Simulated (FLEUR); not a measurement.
**Fixed-spin-moment curve of CoPdO2 with FLEUR**

How stiff is the moment of CoPdO2, and are there other minima?

Main program and level: FLEUR MaX-R8.1; LDA (VWN); all-electron FLAPW, Dirac cores, scalar-relativistic bands.

## 1. The starting structure

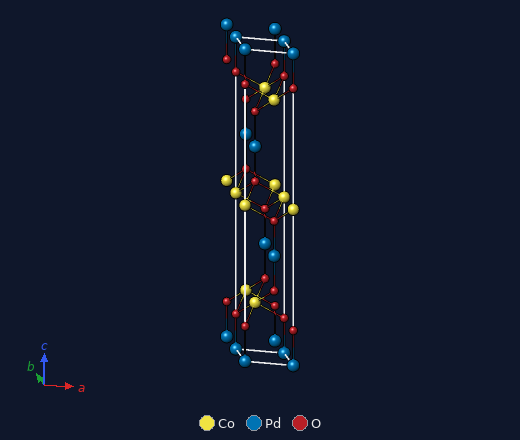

The cell as given, slightly off an axis (cobalt yellow, palladium blue, oxygen red). 1×2×1 cells are drawn. This picture shows the conventional cell, with its axes. Some periodic images of atoms are drawn too.

## 2. Unconstrained state

The free run tells which range of moments is worth scanning.

inpgen writes inp.xml from crystal.txt; cutoffs, mixing, functional, smearing and local orbitals are then set in the file. The k list default-1 (kpts.xml, not shown) is a Γ-centred 8×8×8 mesh; where the ranks do not divide the number of points, some are split in two of half the weight.

Input file inp.xml:

```
<?xml version="1.0" encoding="UTF-8" standalone="no"?>
<fleurInput fleurInputVersion="0.39">
   <comment>
      CoPdO2
   </comment>
   <calculationSetup>
      <cutoffs Kmax="4.4" Gmax="13.2" GmaxXC="13.2" numbands="0"/>
      <scfLoop itmax="130" minDistance="0.00002" maxIterBroyd="15" imix="Anderson" alpha="0.05" precondParam="0.0" spinf="2.0" sdNocoIR="T"/>
      <coreElectrons ctail="T" frcor="F" kcrel="0" coretail_lmax="0"/>
      <xcFunctional name="vwn" relativisticCorrections="F"/>
      <magnetism jspins="2"/>
      <soc l_soc="F" theta="0.0" phi="0.0" spav="F"/>
      <expertModes spex="0" secvar="F"/>
      <geometryOptimization l_f="F" forcealpha="1.0" forcemix="BFGS" epsdisp="0.00001" epsforce="0.00001"/>
      <ldaU l_linMix="F" mixParam="0.05" spinf="1.0"/>
   </calculationSetup>
   <cell>
      <bzIntegration valenceElectrons="45.0" mode="hist" fermiSmearingEnergy="0.00183747">
         <kPointListSelection listName="default-1"/>
         <xi:include xmlns:xi="http://www.w3.org/2001/XInclude" href="kpts.xml"> </xi:include>
      </bzIntegration>
      <xi:include xmlns:xi="http://www.w3.org/2001/XInclude" href="sym.xml"> </xi:include>
      <bulkLattice scale="1.0">
         <bravaisMatrix>
            <row-1>    2.6881344819502258     1.5519951667747531    11.2627677026159994</row-1>
            <row-2>   -2.6881344819502258     1.5519951667747531    11.2627677026159994</row-2>
            <row-3>    0.0000000000000000    -3.1039903335306089    11.2627677026159994</row-3>
         </bravaisMatrix>
      </bulkLattice>
   </cell>
   <atomSpecies>
      <species name="Cobalt (Co3.000" element="Co" atomicNumber="27">
         <mtSphere radius="2.25" gridPoints="745" logIncrement="0.016"/>
         <atomicCutoffs lmax="8" lnonsphr="6"/>
         <electronConfig flipSpins="F">
            <coreConfig>(1s1/2) (2s1/2) (2p1/2) (2p3/2)</coreConfig>
            <valenceConfig>(3s1/2) (3p1/2) (3p3/2) (4s1/2) (3d3/2) (3d5/2)</valenceConfig>
            <stateOccupation state="(3d3/2)" spinUp="2.0" spinDown="0.8"/>
            <stateOccupation state="(3d5/2)" spinUp="3.0" spinDown="1.2"/>
         </electronConfig>
         <energyParameters s="4" p="4" d="3" f="4"/>
         <lo type="SCLO" l="0" n="3" eDeriv="0"/>
         <lo type="SCLO" l="1" n="3" eDeriv="0"/>
      </species>
      <species name="Palladium (Pd)" element="Pd" atomicNumber="46">
         <mtSphere radius="2.42" gridPoints="801" logIncrement="0.016"/>
         <atomicCutoffs lmax="10" lnonsphr="8"/>
         <electronConfig flipSpins="F">
            <coreConfig>(1s1/2) (2s1/2) (2p1/2) (2p3/2) (3s1/2) (3p1/2) (3p3/2) (4s1/2) (3d3/2) (3d5/2)</coreConfig>
            <valenceConfig>(4p1/2) (4p3/2) (5s1/2) (4d3/2) (4d5/2)</valenceConfig>
            <stateOccupation state="(5s1/2)" spinUp="0.500000" spinDown="0.500000"/>
            <stateOccupation state="(4d3/2)" spinUp="1.800000" spinDown="1.800000"/>
            <stateOccupation state="(4d5/2)" spinUp="2.700000" spinDown="2.700000"/>
         </electronConfig>
         <energyParameters s="5" p="5" d="4" f="4"/>
         <lo type="SCLO" l="1" n="4" eDeriv="0"/>
      </species>
      <species name="Oxygen (O)" element="O" atomicNumber="8">
         <mtSphere radius="1.27" gridPoints="421" logIncrement="0.025"/>
         <atomicCutoffs lmax="6" lnonsphr="4"/>
         <electronConfig flipSpins="F">
            <coreConfig>(1s1/2)</coreConfig>
            <valenceConfig>(2s1/2) (2p1/2) (2p3/2)</valenceConfig>
            <stateOccupation state="(2p1/2)" spinUp="0.666667" spinDown="0.666667"/>
            <stateOccupation state="(2p3/2)" spinUp="1.333333" spinDown="1.333333"/>
         </electronConfig>
         <energyParameters s="2" p="2" d="3" f="4"/>
      </species>
   </atomSpecies>
   <atomGroups>
      <atomGroup species="Cobalt (Co3.000">
         <relPos label="                   1">1.000/2.000 1.000/2.000 1.000/2.000</relPos>
         <force calculate="T" relaxXYZ="TTT"/>
      </atomGroup>
      <atomGroup species="Palladium (Pd)">
         <relPos label="                   2">.0000000000 .0000000000 .0000000000</relPos>
         <force calculate="T" relaxXYZ="TTT"/>
      </atomGroup>
      <atomGroup species="Oxygen (O)">
         <relPos label="                   3">.1121500000 .1121500000 .1121500000</relPos>
         <relPos label="                   4">-.1121500000 -.1121500000 -.1121500000</relPos>
         <force calculate="T" relaxXYZ="TTT"/>
      </atomGroup>
   </atomGroups>
   <output dos="F" band="F" slice="F">
      <bandDOS minEnergy="-.5*Htr" maxEnergy="0.5*Htr" sigma="0.015" storeEVData="T"/>
      <plotting iplot="0" polar="F">
         <plot TwoD="T" vec1="  1.0  0.0  0.0" vec2="  0.0  1.0  0.0" vec3="  0.0  0.0  1.0" zero="  0.0  0.0  0.0" file="plot"/>
      </plotting>
      <moessbauerParams electricFieldGradient="F" isomerShift="F" coreHyperfine="F" valenceHyperfine="F"/>
   </output>
</fleurInput>
```

Input file crystal.txt:

```
CoPdO2
&input film=F cartesian=F /
1.42249950771  0.82128047370  5.96000000000
-1.42249950771  0.82128047370  5.96000000000
0.00000000000  -1.64256094739  5.96000000000
1.8897261246
1.0 1.0 1.0

4
27 0.50000000000  0.50000000000  0.50000000000 : 3.000
46 0.00000000000  0.00000000000  0.00000000000
8 0.11215000000  0.11215000000  0.11215000000
8 0.88785000000  0.88785000000  0.88785000000

&kpt div1=8 div2=8 div3=8 gamma=T /
```

Run with:

```bash
$ OMP_NUM_THREADS=1 inpgen -f crystal.txt > inpgen.log  # inp.xml is then edited as shown
$ OMP_NUM_THREADS=1 mpirun -n 4 fleur_MPI > fleur.log
```

Log:

```text
Welcome to FLEUR        (www.flapw.de)
      MaX-Release 8.1          (www.max-centre.eu)

 ========== k-point set info ==========
 Selected k-point list: default-1
 k-point list type: mesh
 0 x 0 x 0
 Number of k points: 68

 ------------Calculation Setup---------------------------
 Number of MPI-tasks      :            4
 Number of PE/node        :            4
 Number of OMP-threads    :            1
 k-points in parallel     :            4
 pe's per k-point         :            1
 No of k-point loops      :           17
 Eigenvalue solver        :       lapack
 Number of basis functions:          436
 Approximate size of matrices (H+S) per k-point:         0.003 GB
 --------------------------------------------------------
 Iteration:     1   Distance:      53.25628977 me/bohr^3
 Iteration:     2   Distance:      34.87243196 me/bohr^3
 Iteration:     3   Distance:      24.75233389 me/bohr^3
 Iteration:     4   Distance:      29.97212409 me/bohr^3
 Iteration:     5   Distance:      30.27053752 me/bohr^3
 Iteration:     6   Distance:      30.06126046 me/bohr^3
 Iteration:     7   Distance:      30.15322098 me/bohr^3
 Iteration:     8   Distance:      22.97923682 me/bohr^3
 Iteration:     9   Distance:      21.41448568 me/bohr^3
 Iteration:    10   Distance:      17.55808274 me/bohr^3
[... 20 iterations left out ...]
 Iteration:    31   Distance:       0.00551578 me/bohr^3
 Iteration:    32   Distance:       0.00269253 me/bohr^3
 Iteration:    33   Distance:       0.00129990 me/bohr^3
 Iteration:    34   Distance:       0.00053448 me/bohr^3
 Iteration:    35   Distance:       0.00066251 me/bohr^3
 Iteration:    36   Distance:       0.00020843 me/bohr^3
 Iteration:    37   Distance:       0.00009198 me/bohr^3
 Iteration:    38   Distance:       0.00005956 me/bohr^3
 Iteration:    39   Distance:       0.00002381 me/bohr^3
 Iteration:    40   Distance:       0.00001436 me/bohr^3

 ********************************************************************
 Run finished successfully
 Stop message:
   all done
 ********************************************************************

--- out.xml (last complete iteration) ---
<iteration numberForCurrentRun="   40" overallNumber="   40">
         [... left out ...]
         <bandgap value="0.0142825223" units="eV"/>
         <sumValenceSingleParticleEnergies value="-22.5225334053" units="Htr"/>
         <FermiEnergy value="0.3207941227" units="Htr"/>
         <valenceDensity>
            <mtCharges spin="1">
               <mtCharge atomType="1" total="8.0909589" s="1.1765461" p="3.2431945" d="3.5861421" f="0.0619271"/>
               <mtCharge atomType="2" total="7.3152190" s="0.1626360" p="3.1207430" d="3.9889734" f="0.0306446"/>
               <mtCharge atomType="3" total="1.9660254" s="0.6174212" p="1.3441030" d="0.0040019" f="0.0004289"/>
            </mtCharges>
            <mtCharges spin="2">
               <mtCharge atomType="1" total="8.0909586" s="1.1765461" p="3.2431944" d="3.5861419" f="0.0619271"/>
               <mtCharge atomType="2" total="7.3152181" s="0.1626359" p="3.1207429" d="3.9889726" f="0.0306446"/>
               <mtCharge atomType="3" total="1.9660254" s="0.6174212" p="1.3441030" d="0.0040019" f="0.0004289"/>
            </mtCharges>
            <spinDependentCharge spin="1" total="22.5000006" interstitial="3.1617718" mtSpheres="19.3382288"/>
            <spinDependentCharge spin="2" total="22.4999994" interstitial="3.1617718" mtSpheres="19.3382276"/>
            <totalCharge value="45.0000000000"/>
         </valenceDensity>
         [... left out ...]
         <allElectronCharges>
            <spinDependentCharge spin="1" total="44.5000006" interstitial="3.1626090" mtSpheres="41.3373916"/>
            <spinDependentCharge spin="2" total="44.4999994" interstitial="3.1626089" mtSpheres="41.3373904"/>
            <totalCharge value="88.9999999806"/>
         </allElectronCharges>
         <magneticMomentsInMTSpheres units="muBohr">
            <globalMagMoment atomType="1" vec="0.00000   0.00000   0.00000"/>
            <localMagMoment atomType="1" vec="0.00000   0.00000   0.00000"/>
            <globalMagMoment atomType="2" vec="0.00000   0.00000   0.00000"/>
            <localMagMoment atomType="2" vec="0.00000   0.00000   0.00000"/>
            <globalMagMoment atomType="3" vec="0.00000   0.00000   0.00000"/>
            <localMagMoment atomType="3" vec="0.00000   0.00000   0.00000"/>
         </magneticMomentsInMTSpheres>
         <moessbauerParams unitsHFF="kG" unitsIS="e/bohr^3" unitsEFG="Htr/bohr^2">
         </moessbauerParams>
         <totalEnergy value="    -6583.0789011801" units="Htr">
            <sumOfEigenvalues value="    -3886.7377841739">
               <coreElectrons value="-3864.2152507686"/>
               <valenceElectrons value="-22.5225334053"/>
            </sumOfEigenvalues>
            <densityCoulombPotentialIntegral value="-10428.8692183113"/>
            <densityEffectivePotentialIntegral value="-10710.7495826571"/>
            <chargeDenXCDenIntegral value="-212.7951819207"/>
            <FockExchangeEnergyValence value="0.0000000000"/>
            <FockExchangeEnergyCore value="0.0000000000"/>
            <atomTypeDependentContributions atomType="1">
               <electronNucleiInteractionDifferentMTs value="1667.5733823681"/>
               <MadelungTerm value="-8.8731849009"/>
            </atomTypeDependentContributions>
            <atomTypeDependentContributions atomType="2">
               <electronNucleiInteractionDifferentMTs value="6100.7794340091"/>
               <MadelungTerm value="-20.9466300639"/>
            </atomTypeDependentContributions>
            <atomTypeDependentContributions atomType="3">
               <electronNucleiInteractionDifferentMTs value="168.3568909228"/>
               <MadelungTerm value="-13.3313863222"/>
            </atomTypeDependentContributions>
            <tkbTimesEntropy value="0.0006597062"/>
            <freeEnergy value="-6583.0795608862"/>
            <extrapolationTo0K value="-6583.0792310331"/>
         </totalEnergy>
         <densityConvergence units="me/bohr^3">
            <chargeDensity spin="1" distance="0.0000078276"/>
            <chargeDensity spin="2" distance="0.0000071388"/>
            <overallChargeDensity distance="0.0000042784"/>
            <spinDensity distance="0.0000143584"/>
         </densityConvergence>
      </iteration>
```

Elapsed: 98 s, on 4 MPI ranks of Intel Xeon 6975P-C (Granite Rapids), shared host; peak memory 0.35 GiB.

The spin moment in the muffin-tin sphere vanishes on all atoms.

Read from the output:

* free energy: -179134.7206 eV
* program's band gap on this mesh (in a metal only a level spacing): 0.01428 eV
* final state: non-magnetic

After 40 cycles the seed has died away: no moment is left.

## 3. No spin polarisation

Edit inp.xml of step 2 so:

```diff
@@ -10,3 +10,3 @@
       <xcFunctional name="vwn" relativisticCorrections="F"/>
-      <magnetism jspins="2"/>
+      <magnetism jspins="1"/>
       <soc l_soc="F" theta="0.0" phi="0.0" spav="F"/>
@@ -31,3 +31,3 @@
    <atomSpecies>
-      <species name="Cobalt (Co3.000" element="Co" atomicNumber="27">
+      <species name="Cobalt (Co)" element="Co" atomicNumber="27">
          <mtSphere radius="2.25" gridPoints="745" logIncrement="0.016"/>
@@ -37,4 +37,4 @@
             <valenceConfig>(3s1/2) (3p1/2) (3p3/2) (4s1/2) (3d3/2) (3d5/2)</valenceConfig>
-            <stateOccupation state="(3d3/2)" spinUp="2.0" spinDown="0.8"/>
-            <stateOccupation state="(3d5/2)" spinUp="3.0" spinDown="1.2"/>
+            <stateOccupation state="(3d3/2)" spinUp="1.400000" spinDown="1.400000"/>
+            <stateOccupation state="(3d5/2)" spinUp="2.100000" spinDown="2.100000"/>
          </electronConfig>
@@ -70,3 +70,3 @@
    <atomGroups>
-      <atomGroup species="Cobalt (Co3.000">
+      <atomGroup species="Cobalt (Co)">
          <relPos label="                   1">1.000/2.000 1.000/2.000 1.000/2.000</relPos>
```

Edit crystal.txt of step 2 so:

```diff
@@ -9,3 +9,3 @@
 4
-27 0.50000000000  0.50000000000  0.50000000000 : 3.000
+27 0.50000000000  0.50000000000  0.50000000000
 46 0.00000000000  0.00000000000  0.00000000000
```

Log:

```text
[banner, memory and clock lines left out]
Welcome to FLEUR        (www.flapw.de)
      MaX-Release 8.1          (www.max-centre.eu)

 ========== k-point set info ==========
 Selected k-point list: default-1
 k-point list type: mesh
 0 x 0 x 0
 Number of k points: 68

 [... set-up left out ...]
 Iteration:     1   Distance:      73.73487823 me/bohr^3
 Iteration:     2   Distance:      52.24493933 me/bohr^3
 Iteration:     3   Distance:      41.19631738 me/bohr^3
 Iteration:     4   Distance:      42.14779991 me/bohr^3
 Iteration:     5   Distance:      21.93170387 me/bohr^3
 Iteration:     6   Distance:      18.50235520 me/bohr^3
 Iteration:     7   Distance:       7.94015825 me/bohr^3
 Iteration:     8   Distance:       2.37884047 me/bohr^3
[... lines left out ...]
 Iteration:    21   Distance:       0.00125789 me/bohr^3
 Iteration:    22   Distance:       0.00041668 me/bohr^3
 Iteration:    23   Distance:       0.00006162 me/bohr^3
 Iteration:    24   Distance:       0.00002737 me/bohr^3
 Iteration:    25   Distance:       0.00002278 me/bohr^3
 Iteration:    26   Distance:       0.00000781 me/bohr^3

 ********************************************************************
 Run finished successfully
 Stop message:
   all done
 ********************************************************************

--- out.xml (last complete iteration) ---
<iteration numberForCurrentRun="   26" overallNumber="   26">
         [... left out ...]
         <bandgap value="0.0142836711" units="eV"/>
         <sumValenceSingleParticleEnergies value="-22.5225333868" units="Htr"/>
         <FermiEnergy value="0.3207941405" units="Htr"/>
         [... left out ...]
         <totalEnergy value="    -6583.0789011793" units="Htr">
            <sumOfEigenvalues value="    -3886.7377836914">
               <coreElectrons value="-3864.2152503047"/>
               <valenceElectrons value="-22.5225333868"/>
            </sumOfEigenvalues>
         [... left out ...]
            <freeEnergy value="-6583.0795608852"/>
            <extrapolationTo0K value="-6583.0792310322"/>
         </totalEnergy>
         <densityConvergence units="me/bohr^3">
            <chargeDensity spin="1" distance="0.0000078128"/>
         </densityConvergence>
      </iteration>
```

The job ended after 40 s (4 MPI ranks; peak memory 0.29 GiB).

Numbers from this step:

| Item | Value |
| --- | --- |
| free energy | -179134.7206 eV |
| program's band gap on this mesh (in a metal only a level spacing) | 0.01428 eV |
| final state | non-magnetic (no spin polarisation) |

Its energy lies +0.0 meV a cell from the free run's.

## 4. Moment fixed at 0.075 μB

Two Fermi energies hold the total moment; the run starts from the free run's density.

Edit inp.xml of step 3 so:

```diff
@@ -10,3 +10,3 @@
       <xcFunctional name="vwn" relativisticCorrections="F"/>
-      <magnetism jspins="1"/>
+      <magnetism jspins="2" fixed_moment="0.075"/>
       <soc l_soc="F" theta="0.0" phi="0.0" spav="F"/>
@@ -31,3 +31,3 @@
    <atomSpecies>
-      <species name="Cobalt (Co)" element="Co" atomicNumber="27">
+      <species name="Cobalt (Co3.000" element="Co" atomicNumber="27">
          <mtSphere radius="2.25" gridPoints="745" logIncrement="0.016"/>
@@ -37,4 +37,4 @@
             <valenceConfig>(3s1/2) (3p1/2) (3p3/2) (4s1/2) (3d3/2) (3d5/2)</valenceConfig>
-            <stateOccupation state="(3d3/2)" spinUp="1.400000" spinDown="1.400000"/>
-            <stateOccupation state="(3d5/2)" spinUp="2.100000" spinDown="2.100000"/>
+            <stateOccupation state="(3d3/2)" spinUp="2.0" spinDown="0.8"/>
+            <stateOccupation state="(3d5/2)" spinUp="3.0" spinDown="1.2"/>
          </electronConfig>
@@ -70,3 +70,3 @@
    <atomGroups>
-      <atomGroup species="Cobalt (Co)">
+      <atomGroup species="Cobalt (Co3.000">
          <relPos label="                   1">1.000/2.000 1.000/2.000 1.000/2.000</relPos>
```

Run with:

```bash
$ OMP_NUM_THREADS=1 mpirun -n 4 fleur_MPI > fleur.log
```

Log:

```text
[banner, memory and clock lines left out]
Welcome to FLEUR        (www.flapw.de)
      MaX-Release 8.1          (www.max-centre.eu)

 ========== k-point set info ==========
 Selected k-point list: default-1
 k-point list type: mesh
 0 x 0 x 0
 Number of k points: 68

 [... set-up left out ...]
 Iteration:     1   Distance:       0.77948592 me/bohr^3
 Iteration:     2   Distance:       0.74304567 me/bohr^3
 Iteration:     3   Distance:       0.05575065 me/bohr^3
 Iteration:     4   Distance:       0.04859712 me/bohr^3
 Iteration:     5   Distance:       0.01734915 me/bohr^3
 Iteration:     6   Distance:       0.00814135 me/bohr^3
 Iteration:     7   Distance:       0.00548898 me/bohr^3
 Iteration:     8   Distance:       0.00219295 me/bohr^3
 Iteration:     9   Distance:       0.00212251 me/bohr^3
 Iteration:    10   Distance:       0.00073884 me/bohr^3
 Iteration:    11   Distance:       0.00030994 me/bohr^3
 Iteration:    12   Distance:       0.00009351 me/bohr^3
 Iteration:    13   Distance:       0.00007841 me/bohr^3
 Iteration:    14   Distance:       0.00001681 me/bohr^3

 ********************************************************************
 Run finished successfully
 Stop message:
   all done
 ********************************************************************

--- out.xml (last complete iteration) ---
<iteration numberForCurrentRun="   14" overallNumber="   54">
         [... left out ...]
         <bandgap value="0.0020345055" units="eV"/>
         <sumValenceSingleParticleEnergies value="-11.2565693264" units="Htr"/>
         <bandgap value="0.0015874729" units="eV"/>
         <sumValenceSingleParticleEnergies value="-22.5225158277" units="Htr"/>
         <FermiEnergy value="0.3203345464" units="Htr"/>
         <FixedTotalMoment fermiEnergyUp="0.3216554813" fermiEnergyDown="0.3203345464" units="Htr"/>
         [... left out ...]
         <magneticMomentsInMTSpheres units="muBohr">
            <globalMagMoment atomType="1" vec="0.00000   0.00000   0.01299"/>
            <globalMagMoment atomType="2" vec="0.00000   0.00000   0.05236"/>
            <globalMagMoment atomType="3" vec="0.00000   0.00000   0.00170"/>
         </magneticMomentsInMTSpheres>
         [... left out ...]
         <totalEnergy value="    -6583.0789183274" units="Htr">
            <sumOfEigenvalues value="    -3886.7386337530">
               <coreElectrons value="-3864.2161179252"/>
               <valenceElectrons value="-22.5225158277"/>
            </sumOfEigenvalues>
         [... left out ...]
            <freeEnergy value="-6583.0795376743"/>
            <extrapolationTo0K value="-6583.0792280009"/>
         </totalEnergy>
         <densityConvergence units="me/bohr^3">
            <chargeDensity spin="1" distance="0.0000088839"/>
            <chargeDensity spin="2" distance="0.0000095971"/>
            <overallChargeDensity distance="0.0000077063"/>
            <spinDensity distance="0.0000168128"/>
         </densityConvergence>
      </iteration>
```

Wall time 37 s (4 MPI ranks); peak memory 0.35 GiB.

Numbers from this step:

- magnetization: 0.075 μB

Its energy lies +0.6 meV a cell from the free run's.

(Part 1 of 2 ends here.)

[Logs and program files are shortened in this print: banners, set-up blocks, solver, clock and traceback lines can be left out without a mark of their own.]

[Logs are printed without paths, hosts, clocks, repeated set-up lines and the standing remarks that a program may print on its own settings, such as how far it seeks lower states.]

[Hosts, paths, dates, database ids (printed as entryN), source tags and the programs' standing remarks are cut or masked in the printed files.]

[Where a cell is said to come from a database of computed structures, the database is the Materials Project.]
